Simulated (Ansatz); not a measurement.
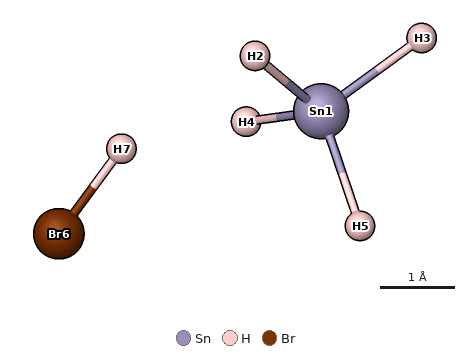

**Figure 1.** The input geometry (ball-and-stick view, seen at a tilt; atoms are numbered from 1 in the order of the input). Sticks mark near contacts.

## SnH₅Br: nudged elastic band

SnH₅Br, computed with RKS PBE/def2-SVP (Ansatz 0.2.0).

It belongs to a series of runs on one base structure; here: band between the two ends. Figures and captions count atoms from 1; the log counts them from 0 in places.

Input file
```yaml
crystal:
  periodic: [false, false, false]
  atoms:
    - { symbol: Sn, position_ang: [0.320234, 0.0, -0.158057] }
    - { symbol: H, position_ang: [0.198637, 0.0, 1.571126] }
    - { symbol: H, position_ang: [1.99036, 0.0, -0.587335] }
    - { symbol: H, position_ang: [-0.445957, 1.4155, -0.77064] }
    - { symbol: H, position_ang: [-0.445957, -1.4155, -0.77064] }
    - { symbol: Br, position_ang: [-3.390463, 0.0, 1.920092] }
    - { symbol: H, position_ang: [-1.978554, 0.0, 2.203552] }
basis:
  gaussian: { orbitals: def2-SVP }
hamiltonian:
  xc: pbe
neb:
  order_check: false
  images: 7
  f_tol: 0.03
  max_iterations: 60
  final_atoms:
    - { symbol: Sn, position_ang: [-0.45997718, -7.99e-05, -0.79759052] }
    - { symbol: H, position_ang: [0.01132017, 0.00030912, 3.64089844] }
    - { symbol: H, position_ang: [0.87626364, -0.00023014, 0.29028495] }
    - { symbol: H, position_ang: [-0.52721899, 1.43095745, -1.75589014] }
    - { symbol: H, position_ang: [-0.52725799, -1.43088354, -1.75623572] }
    - { symbol: Br, position_ang: [-2.54189543, -0.00025923, 0.63497393] }
    - { symbol: H, position_ang: [-0.58293421, 0.00018624, 3.15165705] }
  initial_path:
    images:
      - { positions_ang: [[0.320234, 0.0, -0.158057], [0.198637, 0.0, 1.571126], [1.99036, 0.0, -0.587335], [-0.445957, 1.4155, -0.77064], [-0.445957, -1.4155, -0.77064], [-3.390463, 0.0, 1.920092], [-1.978554, 0.0, 2.203552]] }
      - { positions_ang: [[0.24209966, 0.0, -0.11639043], [0.14256889, 0.0, 1.70293037], [1.90715211, 0.0, -0.57663849], [-0.53508241, 1.416575, -0.72392668], [-0.53508241, -1.416575, -0.72392668], [-3.23011932, 0.0, 1.65908235], [-1.74323651, 0.0, 2.18696757]] }
      - { positions_ang: [[0.16396532, 0.0, -0.07472386], [0.08650078, 0.0, 1.83473473], [1.82394422, 0.0, -0.56594198], [-0.62420783, 1.41765, -0.67721336], [-0.62420783, -1.41765, -0.67721336], [-3.06977565, 0.0, 1.3980727], [-1.50791902, 0.0, 2.17038313]] }
      - { positions_ang: [[0.08583098, 0.0, -0.03305729], [0.03043267, 0.0, 1.9665391], [1.74073633, 0.0, -0.55524547], [-0.71333324, 1.418725, -0.63050004], [-0.71333324, -1.418725, -0.63050004], [-2.90943197, 0.0, 1.13706304], [-1.27260152, 0.0, 2.1537987]] }
      - { positions_ang: [[0.00769664, 0.0, 0.00860928], [-0.02563544, 0.0, 2.09834346], [1.65752844, 0.0, -0.54454896], [-0.80245865, 1.4198, -0.58378672], [-0.80245865, -1.4198, -0.58378672], [-2.74908829, 0.0, 0.87605339], [-1.03728403, 0.0, 2.13721427]] }
      - { positions_ang: [[-0.10922182, -1.998e-05, -0.19294067], [-0.01639654, 7.728e-05, 2.48398221], [1.46221224, -5.754e-05, -0.33584048], [-0.73364874, 1.42258936, -0.87681257], [-0.73365849, -1.42257089, -0.87689897], [-2.69729008, -6.481e-05, 0.81578353], [-0.92369658, 4.656e-05, 2.39082496]] }
      - { positions_ang: [[-0.22614027, -3.995e-05, -0.39449062], [-0.00715763, 0.00015456, 2.86962095], [1.26689604, -0.00011507, -0.127132], [-0.66483882, 1.42537872, -1.16983843], [-0.66485832, -1.42534177, -1.17001122], [-2.64549186, -0.00012961, 0.75551366], [-0.81010912, 9.312e-05, 2.64443566]] }
      - { positions_ang: [[-0.34305873, -5.993e-05, -0.59604057], [0.00208127, 0.00023184, 3.2552597], [1.07157984, -0.00017261, 0.08157647], [-0.59602891, 1.42816809, -1.46286428], [-0.59605816, -1.42811266, -1.46312347], [-2.59369365, -0.00019442, 0.6952438], [-0.69652167, 0.00013968, 2.89804635]] }
      - { positions_ang: [[-0.45997718, -7.99e-05, -0.79759052], [0.01132017, 0.00030912, 3.64089844], [0.87626364, -0.00023014, 0.29028495], [-0.52721899, 1.43095745, -1.75589014], [-0.52725799, -1.43088354, -1.75623572], [-2.54189543, -0.00025923, 0.63497393], [-0.58293421, 0.00018624, 3.15165705]] }
```

Run on 2 threads of Arm Neoverse V1, 24 GiB of memory available, shared host.

Launch command:
```bash
ansatz run input.yaml --threads 2 --pin off --max-ram 3072MiB --backend cpu --events-out ev --progress --plain --runs-dir out
```

What the program printed
```
Engine: ansatz 0.2.0, aarch64-unknown-linux-gnu
Functional definition: PBE
  parameter kappa = 0.804
  parameter beta = 0.06672455060314922
  exchange = pbe_x(kappa = kappa, mu = beta*pi^2/3)
  correlation = pbe_c(beta = beta)
926 factors; their error is unknown
mean field evaluation 1: about -75937.9176 eV, gradient 1.5e1 eV
mean field evaluation 2: about -75938.3932 eV, gradient 8.7e0 eV
mean field evaluation 4: about -75938.6199 eV, gradient 1.5e-1 eV
mean field evaluation 8: about -75938.5625 eV, gradient 6.8e-2 eV
mean field evaluation 16: about -75938.5625 eV, gradient 4.4e-5 eV
mean field -75938.56251956 eV, -2790.6906995873 hartree, gradient 4.4e-5 eV, S^2 0.000000; 0 other end points of the search recorded, 0 dependent functions left out
the calculation of the forces begins
reference -75938.56256092 eV, -2790.6907011075 hartree; 31, 31 occupied and 52, 52 virtual orbitals, 926 factors
926 factors; their error is unknown
mean field -75939.28471065 eV, -2790.7172396206 hartree, gradient 2.8e-5 eV, S^2 0.000000; 0 other end points of the search recorded, 0 dependent functions left out
[... from here on the field's lines of each further geometry are left out, up to the last ...]
NEB iter   1: max|band force component| = 4.834e0 eV/Å  barrier→ = 1.9861 eV  barrier← = 2.7083 eV  Δτ_max = 0.2000 Å  (284 SCF iters)
NEB iter   2: max|band force component| = 1.765e0 eV/Å  barrier→ = 1.3351 eV  barrier← = 2.0573 eV  Δτ_max = 0.2000 Å  (200 SCF iters)
NEB iter   3: max|band force component| = 1.476e0 eV/Å  barrier→ = 0.9647 eV  barrier← = 1.6869 eV  Δτ_max = 0.2000 Å  (184 SCF iters)
NEB iter   4: max|band force component| = 9.133e-1 eV/Å  barrier→ = 1.0829 eV  barrier← = 1.8051 eV  Δτ_max = 0.2000 Å  (177 SCF iters)
NEB iter   5: max|band force component| = 8.292e-1 eV/Å  barrier→ = 1.0887 eV  barrier← = 1.8109 eV  Δτ_max = 0.0975 Å  (181 SCF iters)
NEB iter   6: max|band force component| = 3.843e-1 eV/Å  barrier→ = 1.0303 eV  barrier← = 1.7525 eV  CI = image 3  Δτ_max = 0.1032 Å  (179 SCF iters)
NEB iter   7: max|band force component| = 1.376e-1 eV/Å  barrier→ = 1.0119 eV  barrier← = 1.7341 eV  CI = image 3  Δτ_max = 0.0397 Å  (171 SCF iters)
NEB iter   8: max|band force component| = 1.097e-1 eV/Å  barrier→ = 1.0094 eV  barrier← = 1.7316 eV  CI = image 3  Δτ_max = 0.0164 Å  (177 SCF iters)
the calculation of the forces begins
reference -75939.27143854 eV, -2790.7167518793 hartree; 31, 31 occupied and 52, 52 virtual orbitals, 926 factors
926 factors; their error is unknown
mean field evaluation 672: about -75937.5522 eV, gradient 1.8e-2 eV
mean field -75937.55221916 eV, -2790.6535717327 hartree, gradient 1.1e-5 eV, S^2 0.000000; 1 other end points of the search recorded, 0 dependent functions left out
the calculation of the forces begins
reference -75937.55225751 eV, -2790.6535731418 hartree; 31, 31 occupied and 52, 52 virtual orbitals, 926 factors
NEB iter   9: max|band force component| = 2.701e-2 eV/Å  barrier→ = 1.0103 eV  barrier← = 1.7325 eV  CI = image 3  Δτ_max = 0.0000 Å  (323 SCF iters)
```

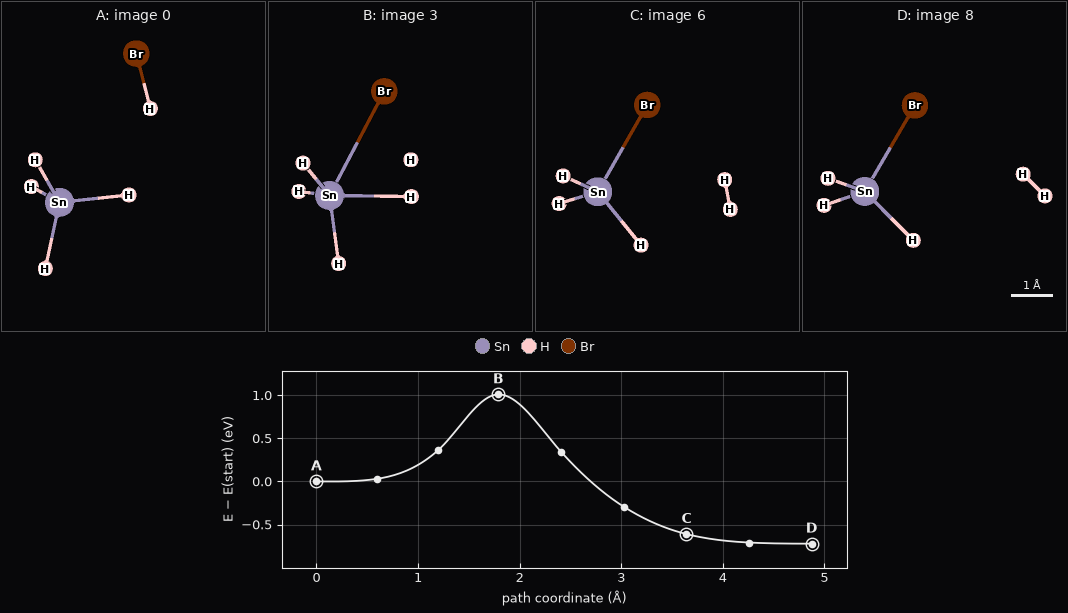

**Figure 2.** Images of the last band (counted from 0; ball-and-stick, seen at a tilt) above the energy along the path; the line is a cubic interpolation that uses the forces. The highest image is number 3, 1.010 eV above the start and 1.732 eV above the end (the climbing image); the end lies 0.722 eV below the start. The path is 4.88 Å long. The band converged in 9 iterations.

```
Total energy: -75937.55225751 eV, -2790.6535731418 hartree
Atom 0 at    -0.183847    -0.000007    -0.138659 Å, force    -0.023366     0.000003    -0.003103 eV/Å
Atom 1 at    -0.035691     0.000060     1.883439 Å, force    -0.006326    -0.000001    -0.015829 eV/Å
Atom 2 at     1.558996    -0.000041    -0.030113 Å, force     0.018128    -0.000001     0.005181 eV/Å
Atom 3 at    -0.686231     1.497164    -0.815173 Å, force     0.001997    -0.018067     0.006504 eV/Å
Atom 4 at    -0.686259    -1.497142    -0.815234 Å, force     0.001996     0.018067     0.006505 eV/Å
Atom 5 at    -2.747151    -0.000060     1.391797 Å, force     0.005961    -0.000002     0.000358 eV/Å
Atom 6 at    -0.971517     0.000027     1.932041 Å, force     0.001609     0.000002     0.000384 eV/Å
Dipole moment:     0.649471     0.000018    -0.359975 e Å
this run last wrote the band of iteration 9 to [file]
```

The last band as extended XYZ (Å, eV, eV/Å)
```
7
Properties=species:S:1:pos:R:3:forces:R:3 image=0 energy=-75938.56252
Sn    0.3202    0.0000   -0.1581    0.0068   0.0000  -0.0119
H     0.1986    0.0000    1.5711   -0.0186   0.0000  -0.0001
H     1.9904    0.0000   -0.5873    0.0040   0.0000   0.0055
H    -0.4460    1.4155   -0.7706    0.0005  -0.0041  -0.0008
H    -0.4460   -1.4155   -0.7706    0.0005   0.0041  -0.0008
Br   -3.3905    0.0000    1.9201    0.0257   0.0000   0.0122
H    -1.9786    0.0000    2.2036   -0.0188   0.0000  -0.0042
7
Properties=species:S:1:pos:R:3:forces:R:3 image=1 energy=-75938.53182
Sn    0.2017    0.0000   -0.1150    0.0516   0.0000   0.0052
H     0.0219    0.0000    1.6195    0.0080   0.0000  -0.0332
H     1.8975    0.0000   -0.4072    0.0512   0.0000  -0.0730
H    -0.5484    1.4176   -0.7397    0.0340  -0.0086   0.0046
H    -0.5484   -1.4176   -0.7397    0.0340   0.0086   0.0046
Br   -3.1118    0.0000    1.8291   -0.0864   0.0000   0.0744
H    -1.6643    0.0000    1.9612   -0.0925   0.0000   0.0173
7
Properties=species:S:1:pos:R:3:forces:R:3 image=2 energy=-75938.20321
Sn    0.0283    0.0000   -0.0964    0.3832   0.0000   0.0848
H    -0.0085    0.0000    1.6996    0.0417   0.0000  -0.3496
H     1.7370    0.0000   -0.1981    0.3343   0.0000  -0.3185
H    -0.6561    1.4427   -0.7530    0.0566  -0.1110   0.1214
H    -0.6561   -1.4426   -0.7530    0.0566   0.1110   0.1215
Br   -2.8385    0.0000    1.5971   -0.1470   0.0000   0.3848
H    -1.3577    0.0000    1.9119   -0.7254   0.0000  -0.0443
7
Properties=species:S:1:pos:R:3:forces:R:3 image=3 energy=-75937.55222
Sn   -0.1838    0.0000   -0.1387   -0.0234   0.0000  -0.0031
H    -0.0357    0.0001    1.8834   -0.0063   0.0000  -0.0158
H     1.5590    0.0000   -0.0301    0.0181   0.0000   0.0052
H    -0.6862    1.4972   -0.8152    0.0020  -0.0181   0.0065
H    -0.6863   -1.4971   -0.8152    0.0020   0.0181   0.0065
Br   -2.7472   -0.0001    1.3918    0.0060   0.0000   0.0004
H    -0.9715    0.0000    1.9320    0.0016   0.0000   0.0004
7
Properties=species:S:1:pos:R:3:forces:R:3 image=4 energy=-75938.21952
Sn   -0.3778    0.0000   -0.2258   -0.4302   0.0000  -0.1887
H     0.0637    0.0001    2.1237    0.2286   0.0000   0.5239
H     1.3563   -0.0001    0.1268   -0.4577   0.0000   0.3009
H    -0.6847    1.5189   -0.9517   -0.0199   0.0584  -0.3019
H    -0.6848   -1.5189   -0.9518   -0.0199  -0.0584  -0.3020
Br   -2.6989   -0.0001    1.1482    0.1250   0.0000  -0.4986
H    -0.7254    0.0000    2.1388    0.5741   0.0000   0.4664
7
Properties=species:S:1:pos:R:3:forces:R:3 image=5 energy=-75938.85593
Sn   -0.4530    0.0000   -0.3600   -0.1186   0.0000  -0.1726
H     0.1289    0.0001    2.4023    0.1448   0.0000   0.3196
H     1.1416   -0.0001    0.3368   -0.2698   0.0000   0.1796
H    -0.6406    1.5005   -1.1711   -0.0028  -0.0198  -0.2637
H    -0.6406   -1.5005   -1.1712   -0.0028   0.0198  -0.2637
Br   -2.6459   -0.0001    0.9767    0.0856   0.0000  -0.1238
H    -0.6420    0.0001    2.3946    0.1635   0.0000   0.3246
7
Properties=species:S:1:pos:R:3:forces:R:3 image=6 energy=-75939.17316
Sn   -0.4753    0.0000   -0.5055   -0.0391   0.0000  -0.0818
H     0.1554    0.0001    2.7429    0.0492   0.0000   0.1587
H     0.9416   -0.0001    0.4775   -0.0850   0.0000   0.0500
H    -0.5759    1.4602   -1.4085    0.0048  -0.0185  -0.1156
H    -0.5759   -1.4601   -1.4087    0.0048   0.0185  -0.1156
Br   -2.6124   -0.0001    0.8578    0.0241   0.0000  -0.0251
H    -0.6092    0.0001    2.6527    0.0412   0.0000   0.1294
7
Properties=species:S:1:pos:R:3:forces:R:3 image=7 energy=-75939.27140
Sn   -0.4799    0.0000   -0.6514   -0.0032   0.0000  -0.0214
H     0.1333    0.0002    3.1931    0.0064   0.0000   0.0423
H     0.8338   -0.0001    0.4628   -0.0099   0.0000  -0.0050
H    -0.5261    1.4355   -1.6036   -0.0002  -0.0071  -0.0161
H    -0.5261   -1.4355   -1.6038   -0.0002   0.0071  -0.0161
Br   -2.6089   -0.0002    0.7127    0.0012   0.0000  -0.0085
H    -0.5778    0.0001    2.8983    0.0059   0.0000   0.0248
7
Properties=species:S:1:pos:R:3:forces:R:3 image=8 energy=-75939.28471
Sn   -0.4600   -0.0001   -0.7976    0.0002   0.0000  -0.0004
H     0.0113    0.0003    3.6409   -0.0008   0.0000   0.0006
H     0.8763   -0.0002    0.2903    0.0006   0.0000  -0.0013
H    -0.5272    1.4310   -1.7559   -0.0002   0.0001  -0.0001
H    -0.5273   -1.4309   -1.7562   -0.0002  -0.0001  -0.0001
Br   -2.5419   -0.0003    0.6350    0.0008   0.0000   0.0005
H    -0.5829    0.0002    3.1517   -0.0003   0.0000   0.0007
```

Summary

```csv
quantity,value
outcome,converged
"barrier, forward",1.010 eV
"barrier, backward",1.732 eV
wall time,82 s (CPU time 2.6 min)
peak memory,0.16 GiB
```

The order of the saddle point was not checked.
